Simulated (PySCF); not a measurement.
# C$_{6}$H$_{9}$FO (SMILES CC(C)=C(C)C(=O)F): what the fields show

```
atom    x (Å)    y (Å)    z (Å)
   C   1.3414   0.7914   0.9026
   C   0.5738   0.1145  -0.1860
   C   1.2959  -0.1446  -1.4628
   C  -0.7216  -0.2267   0.0230
   C  -1.4071   0.0825   1.3246
   C  -1.4680  -0.9088  -1.0166
   O  -1.1193  -1.3015  -2.0847
   F  -2.7846  -1.1209  -0.6702
   H   0.9619   1.8023   1.0563
   H   1.2271   0.2595   1.8459
   H   2.3980   0.8556   0.6601
   H   0.6964   0.1529  -2.3211
   H   1.4802  -1.2131  -1.5777
   H   2.2478   0.3793  -1.4871
   H  -1.3052   1.1394   1.5663
   H  -2.4637  -0.1592   1.2803
   H  -0.9600  -0.4907   2.1371
```

Geometry: GFN2-xTB.

Theory: PBE0/def2-SVPD, SCF density, gas phase in PySCF.

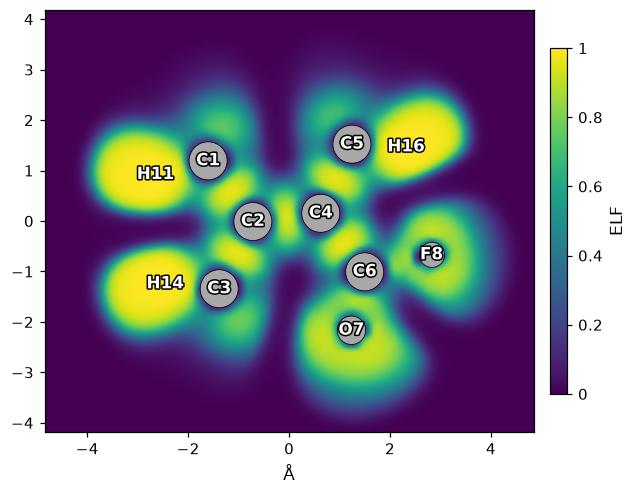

Figure 1. Electron localisation function on the plane of atoms C3, C2 and C4. Grey discs cover the atomic cores.

Q: Describe what can be read from this map.

A: The section cuts through C, O, F and H sites.
C–O (1.19 Å): the ELF peaks at about 0.85 between the atoms; a multiple bond.
C–C (1.36 Å): the ELF peaks at about 0.95 between the atoms; a covalent bond.
C–F (1.38 Å): the ELF peaks at about 0.85 between the atoms: a polar covalent bond.
C–H (1.08 Å): the ELF climbs to about 1 towards the hydrogen, as it does in any bond to H (a covalent bond by its length).
C–C (1.45 Å): the ELF peaks at about 0.95 between the atoms: a covalent bond.
The ELF also peaks beside O7 and F8, away from the bonds: lone-pair regions.

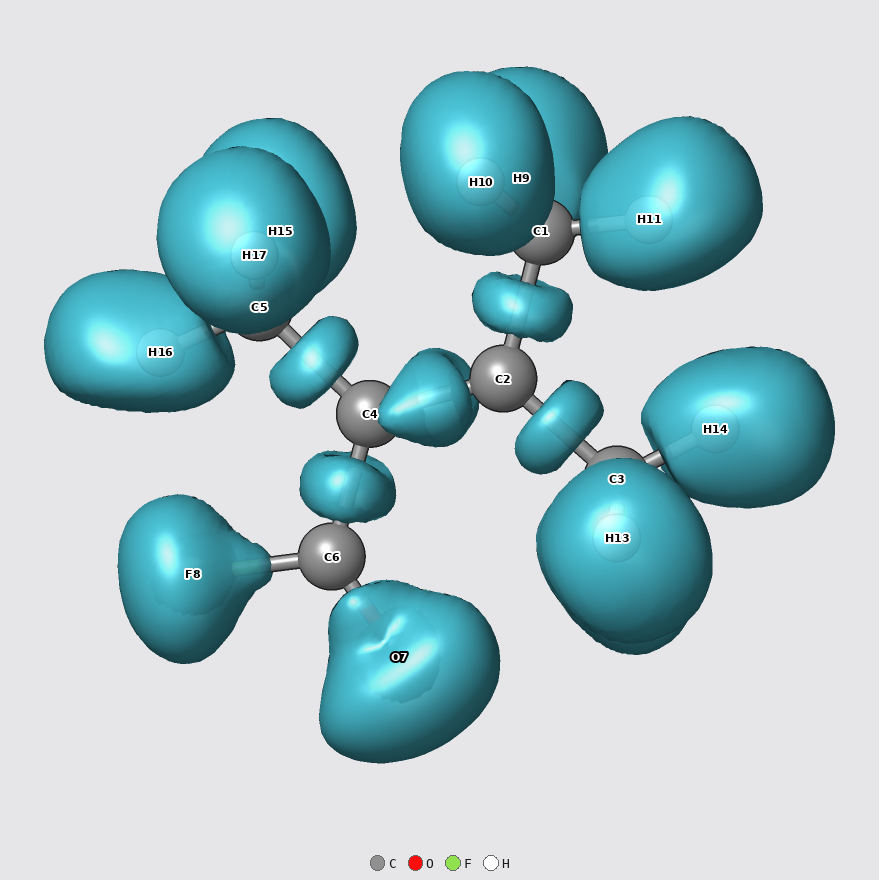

Figure 2. Isosurface of the ELF at 0.75 (cyan), seen at a tilt. Only the valence region is drawn (cores and ρ < 0.01 e/Å³ removed).

Q: Identify the bonds, lone pairs and shells in this picture.

A: The surface consists of five regions between bonded C–C atoms (shared pairs), nine regions around hydrogen nuclei, one region on F in which the atom's valence shell and bonds are merged and one region on O in which the atom's valence shell and bonds are merged.

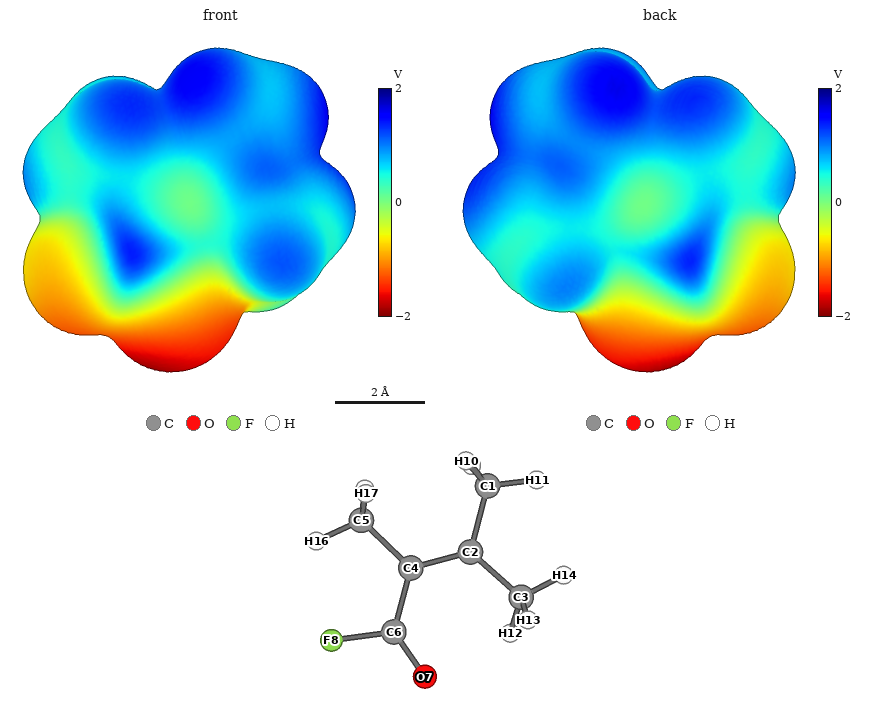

Figure 3. The molecular electrostatic potential painted on the density surface at 0.004 e/bohr³, seen from the front and from behind; red is negative and blue positive. The bare structure is drawn below in the same view.

Q: Which sites attract a positive test charge, and which a negative one?

A: A positive charge is drawn to the negative regions and a negative charge to the positive ones. The most negative region (about −1.8 V) lies over O7, the most positive (about +1.6 V) over H9, H10 and H11. O7 is the likeliest acceptor of a hydrogen bond.

Q: What dipole moment does the calculation give?

A: Its dipole moment is 4.25 D.
